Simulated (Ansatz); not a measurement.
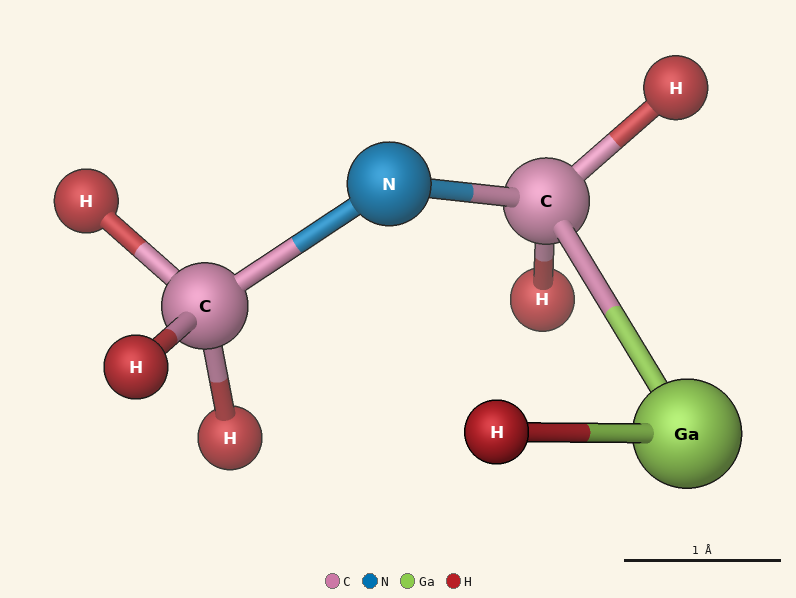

Distant atoms are faded towards the background colour. The computed structure is the end point of a PBE-D4/def2-SVP optimisation. No frequency run is at hand to confirm it as a minimum. Masses are those of the most abundant isotopes; constants are for the rigid equilibrium geometry.

> What kind of rotor is it, and what are its rotational constants in cm⁻¹?

An asymmetric top (C1): A = 0.362, B = 0.0806, C = 0.0709 cm⁻¹. Ray's parameter κ is −0.93, close to the prolate limit.
